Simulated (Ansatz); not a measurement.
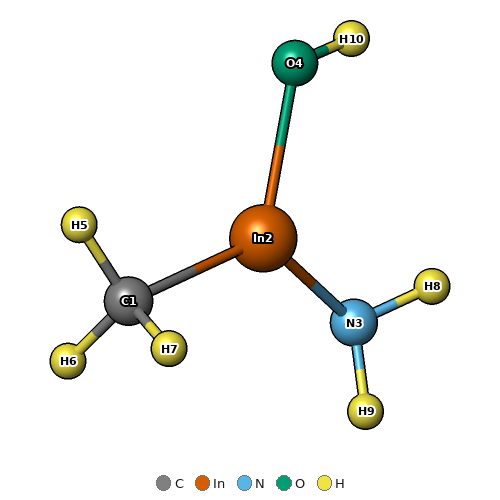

The system is CH₆InNO, SMILES [CH3][In]([NH2])[OH]; the picture shows the reference structure. 
- First axis: dihedral C1–In2–N3–H8. Second axis: dihedral C1–In2–O4–H10.
- Nothing is relaxed (all other coordinates rigid).
- Grid: 18 × 18 points.
- Points are written as (first, second).
- All energies are given in kJ/mol relative to the lowest grid point.
- Method: Ansatz, RKS r2SCAN-D4/def2-SVP.

Its coordinates:

```json
{"atom": "C", "x (Å)": "-1.0425", "y (Å)": "1.4687", "z (Å)": "0.6725"}
{"atom": "In", "x (Å)": "0.0997", "y (Å)": "-0.0913", "z (Å)": "-0.2589"}
{"atom": "N", "x (Å)": "0.8907", "y (Å)": "-1.8104", "z (Å)": "0.5126"}
{"atom": "O", "x (Å)": "0.2589", "y (Å)": "0.0143", "z (Å)": "-2.2649"}
{"atom": "H", "x (Å)": "-1.5950", "y (Å)": "2.0107", "z (Å)": "-0.1074"}
{"atom": "H", "x (Å)": "-1.7492", "y (Å)": "1.0481", "z (Å)": "1.4018"}
{"atom": "H", "x (Å)": "-0.3702", "y (Å)": "2.1677", "z (Å)": "1.1906"}
{"atom": "H", "x (Å)": "1.6507", "y (Å)": "-2.2483", "z (Å)": "-0.0054"}
{"atom": "H", "x (Å)": "1.1387", "y (Å)": "-1.8113", "z (Å)": "1.5004"}
{"atom": "H", "x (Å)": "0.7182", "y (Å)": "-0.7483", "z (Å)": "-2.6412"}
```

Range: dihedral C1–In2–N3–H8 from −180 to 160°; dihedral C1–In2–O4–H10 from −180 to 160°.

**What landscape does the calculation give?**

The lowest grid point is at (−160°, −180°). Higher local minima lie near (−160°, 0°) (2.1 kJ/mol above the lowest at that grid point); (20°, −180°) (2.7 kJ/mol above the lowest at that grid point); (20°, 20°) (5.1 kJ/mol above the lowest at that grid point). The highest grid point, (−60°, −80°), lies 44.9 kJ/mol above the lowest. On the interpolated surface the easiest way out of the lowest well to the well at about (−165°, 0°) passes a barrier of about 11 kJ/mol. Round the minimum the valley is somewhat tilted: raising dihedral C1–In2–N3–H8 shifts the best value of dihedral C1–In2–O4–H10 upwards (coupling k₁₂/√(k₁₁k₂₂) about −0.2).

```csv
"dihedral C1–In2–O4–H10 ↓, dihedral C1–In2–N3–H8 →",−160,−120,−80,−40,0,40,80,120,160
140,5.4,16.4,29.2,21.9,8.0,10.2,25.1,27.7,12.7
100,11.8,24.6,41.1,33.3,15.2,15.6,32.6,37.4,20.6
60,9.3,20.9,38.0,32.3,14.0,11.9,27.5,33.6,18.6
20,3.0,13.9,29.1,24.3,8.6,6.6,19.5,24.0,10.7
−20,3.5,16.1,31.5,25.5,10.2,9.7,23.0,25.4,10.4
−60,9.7,23.9,42.1,35.5,18.2,18.1,33.9,36.5,18.5
−100,10.6,22.5,41.5,37.1,19.9,18.6,34.5,39.2,21.6
−140,3.6,11.7,26.8,24.4,11.1,10.0,23.2,28.0,13.9
−180,0.0,7.8,19.4,15.3,4.3,5.3,17.7,20.7,7.9
```

The table holds every second grid line.

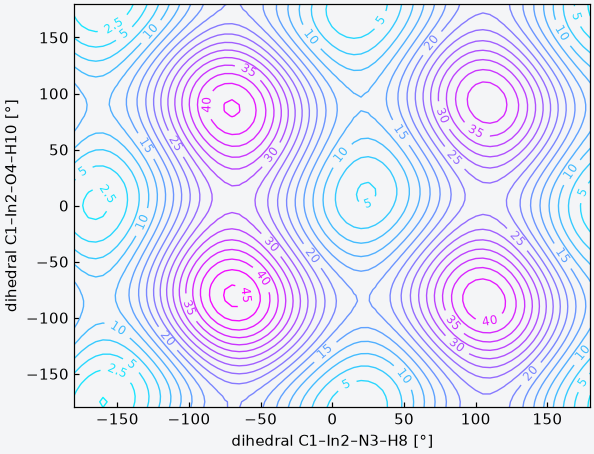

In the figure: contour lines labelled in kJ/mol (none above 45). Between grid points the surface is interpolated.

Each point was launched as `ansatz run input.yaml --threads 1 --pin off --max-ram 2560MiB --backend cpu --events-out ev --progress --plain --runs-dir out`. The whole map (324 points run) took 36 min on 1 thread of Arm Neoverse V1, with other jobs on the host.
